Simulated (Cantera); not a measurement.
A closed system holds: 1 mol Nb2O5, 69 mol H2, 6.4 mol H2O, equilibrated at 4700 Pa.

Cantera equilibrium calculation (NASA polynomials, part measured and part estimated; ideal gas, pure solids and liquids). Candidate condensed phases: H2O, Nb, NbO, NbO2, Nb2O5; 12 gas species. Mutual solubility and eutectic melting of coexisting phases are not modelled. Condensed phases not in the tables: the oxides between NbO2 and Nb2O5. Equilibrium is a limit: real reactors are often held back by kinetics, nucleation or transport.

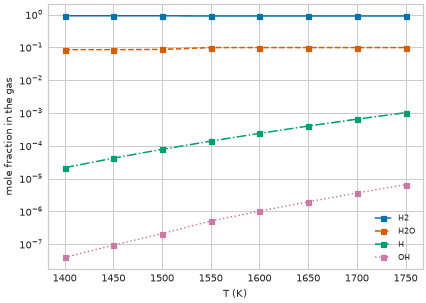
Figure: Equilibrium gas composition (values under 1e-9 drawn at 1e-9)

**Question.** Read off the mole fractions at 1750 K.

**Answer.** H2 about 0.90, H2O about 0.098, H about 0.0010, OH about 6.5e-6.
